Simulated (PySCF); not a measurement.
```xyz
13

C     1.5481    0.4197    0.8002
N     0.9107    0.6616   -0.4828
Si   -0.3844   -0.2057   -1.1780
C    -1.6249   -0.4880    0.2931
F    -2.8384   -0.8848   -0.1433
F    -1.2204   -1.4470    1.1581
F    -1.8419    0.6101    1.0430
H     0.8333   -0.0228    1.4871
H     1.8891    1.3668    1.2197
H     2.4046   -0.2537    0.7109
H     1.5397    1.1332   -1.1163
H    -0.1723   -1.5672   -1.6837
H    -1.0475    0.6783   -2.1258
```

Geometry: GFN2-xTB.

Theory: wB97X-D/def2-SVPD, SCF density, gas phase in PySCF.

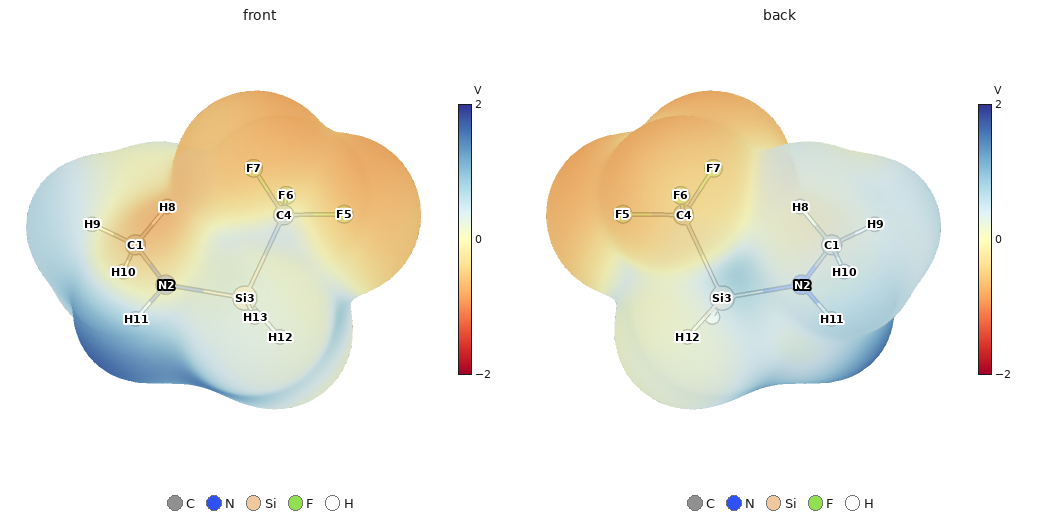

C₂H₆F₃NSi (SMILES CN[SiH2]C(F)(F)F). The molecular electrostatic potential painted on the density surface at 0.001 e/bohr³, seen from the front and from behind; red is negative and blue positive.

### Where is the surface potential most negative and most positive?

The most negative region (about −0.8 V) lies over N2, F5, F6 and F7, the most positive (about +1.6 V) over H11.

### What dipole moment does the calculation give?

Its dipole moment is 3.50 D.
